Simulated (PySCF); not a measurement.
# C3H6F2 (SMILES FCCCF) at 5 levels

We compute a comparison of 5 runs (BLYP/cc-pVDZ, PBE/cc-pVDZ, SVWN5/cc-pVDZ, revPBE/cc-pVDZ, CCSD(T)/cc-pVDZ) of C3H6F2. 

The results are computed with PySCF 2.14.0.

1 further run of the same task is left out (set aside as unsound or not needed).

**1. The system as given**

C3H6F2: 11 atoms, total charge 0, spin state singlet. As SMILES, `FCCCF`. One bond was lengthened or shortened from a relaxed shape.

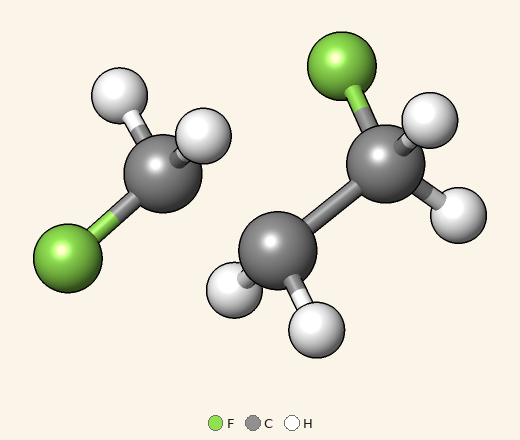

The structure, seen from a chosen angle (fluorine green, carbon grey, hydrogen white).

**2. A single-point energy at BLYP/cc-pVDZ (run 1)**

Input file geometry.xyz:

```xyz
11
C3H6F2
F     -2.015456     1.627666    -0.003818
C     -0.766356     1.195666     0.403882
C     -0.375000    -0.298800    -0.387800
C      0.967500    -0.838200     0.034700
F      1.975600     0.040200    -0.331200
H     -0.795556     1.070266     1.491882
H     -0.043056     1.976766     0.157382
H     -0.388200    -0.154300    -1.471600
H     -1.138100    -1.046200    -0.147100
H      1.026200    -0.968100     1.120800
H      1.173400    -1.798000    -0.445900
```

Input file calc.py:

```python
from pyscf import gto, dft

mol = gto.Mole()
mol.atom = 'geometry.xyz'
mol.verbose = 3
mol.basis = 'cc-pvdz'
mol.spin = 0
mol.charge = 0
mol.max_memory = 1860
mol.build()

myscf = dft.RKS(mol)
myscf.xc = 'blyp'
myscf.grids.level = 5
myscf.conv_tol = 1e-10
myscf.kernel()
if not myscf.converged:
    myscf = myscf.newton().run(myscf.mo_coeff, myscf.mo_occ)

etot = myscf.e_tot
print('E = %.10f Eh' % etot)
```

Started as:

```bash
$ OMP_NUM_THREADS=1 python calc.py
```

The log of the run:

```text
converged SCF energy = -317.501292540295
E = -317.5012925403 Eh
```

Wall time 35 s (1 thread of Intel Xeon at 2.70GHz, shared host); peak memory 0.52 GiB.

**3. A single-point energy at PBE/cc-pVDZ (run 2)**

Input file input.py:

```python
from pyscf import gto, dft

mol = gto.M(
    atom='''
F       -2.015456       1.627666      -0.003818
C       -0.766356       1.195666       0.403882
C       -0.375000      -0.298800      -0.387800
C        0.967500      -0.838200       0.034700
F        1.975600       0.040200      -0.331200
H       -0.795556       1.070266       1.491882
H       -0.043056       1.976766       0.157382
H       -0.388200      -0.154300      -1.471600
H       -1.138100      -1.046200      -0.147100
H        1.026200      -0.968100       1.120800
H        1.173400      -1.798000      -0.445900
''',
    charge=0,
    basis='cc-pvdz',
    max_memory=1860,
    verbose=3,
)

mf = dft.RKS(mol, xc='pbe')
mf.grids.level = 5
mf.conv_tol = 1e-10
mf.kernel()
if not mf.converged:
    mf = mf.newton().run(mf.mo_coeff, mf.mo_occ)

e_tot = mf.e_tot
print('E = %.10f Eh' % e_tot)
```

Started as:

```bash
$ OMP_NUM_THREADS=1 python input.py
```

The log of the run:

```text
converged SCF energy = -317.239089328094
E = -317.2390893281 Eh
```

Run time: 31 s. Hardware: 1 thread of Intel Xeon at 2.70GHz, shared host; peak memory 0.52 GiB.

Runs 3 to 4 aren't shown in full; the table further down has their settings and results.

**4. The energy at CCSD(T)/cc-pVDZ (run 5)**

Input file job.py:

```python
from pyscf import gto, scf, cc

mol = gto.Mole()
mol.atom = '''
F     -3.808660     3.075843    -0.007215
C     -1.448203     2.259481     0.763226
C     -0.708647    -0.564650    -0.732836
C      1.828310    -1.583968     0.065573
F      3.733343     0.075967    -0.625877
H     -1.503383     2.022510     2.819248
H     -0.081364     3.735546     0.297409
H     -0.733592    -0.291585    -2.780921
H     -2.150697    -1.977031    -0.277979
H      1.939237    -1.829444     2.118005
H      2.217405    -3.397728    -0.842629
'''
mol.max_memory = 1860
mol.basis = 'cc-pvdz'
mol.verbose = 3
mol.unit = 'bohr'
mol.build()

mf = scf.RHF(mol)
mf.conv_tol = 1e-10
mf.kernel()
if not mf.converged:
    mf = mf.newton().run(mf.mo_coeff, mf.mo_occ)

mycc = cc.CCSD(mf, frozen=5)
mycc.kernel()
e_t = mycc.ccsd_t()
e_final = mycc.e_tot + e_t
print('E(%s) = %.9f' % ('CCSD(T)', e_final))
```

Started as:

```bash
$ OMP_NUM_THREADS=1 python job.py
```

The log of the run:

```text
converged SCF energy = -315.960727022034
E(CCSD) = -316.8014312039808  E_corr = -0.8407041819464374
CCSD(T) correction = -0.0197024873948881
E(CCSD(T)) = -316.821133691
```

Wall time 85 s (1 thread of Intel Xeon at 2.70GHz, shared host); peak memory 0.78 GiB.

**5. All runs side by side**

```csv
run,level,integration grid,frozen core orbitals,energy (Eh),dipole moment (D) of the reference,HOMO energy (eV),LUMO energy (eV),wall time
1,BLYP/cc-pVDZ,5,–,-317.501293,1.56,-6.87,0.98,35 s
2,PBE/cc-pVDZ,5,–,-317.239089,1.57,-6.99,0.98,31 s
3,SVWN5/cc-pVDZ,5,–,-315.201972,1.62,-7.09,0.79,20 s
4,revPBE/cc-pVDZ,5,–,-317.491904,1.56,-6.95,1.08,35 s
5,CCSD(T)/cc-pVDZ,–,5,-316.821134,2.16,-12.40,4.77,85 s
```

**6. Outcome**

| quantity | value |
| --- | --- |
| run 5: total energy | -316.82113 Eh |
| run 5: dipole moment (Hartree–Fock density) | 2.16 D |
| run 5: HOMO energy (Hartree–Fock orbitals) | -12.40 eV |
| run 5: LUMO energy (Hartree–Fock orbitals) | 4.77 eV |
| run 5: HOMO–LUMO gap (Hartree–Fock orbitals) | 17.17 eV |
| run 5: correlation energy (5 core orbitals frozen) | -860.4 mEh |
| run 5: (T) correction | -19.70 mEh |
| run 5: T1 diagnostic | 0.010 |

In words: Over runs 1, 2, 3, 4 the dipole moment (its size) runs from 1.56 D (revPBE/cc-pVDZ) to 1.62 D (SVWN5/cc-pVDZ). Over runs 1, 2, 3, 4 the HOMO–LUMO gap runs from 7.85 eV (BLYP/cc-pVDZ) to 8.03 eV (revPBE/cc-pVDZ). Totals of different functionals can't be ranked against each other. All runs together took 3.4 min, the longest 85 s.
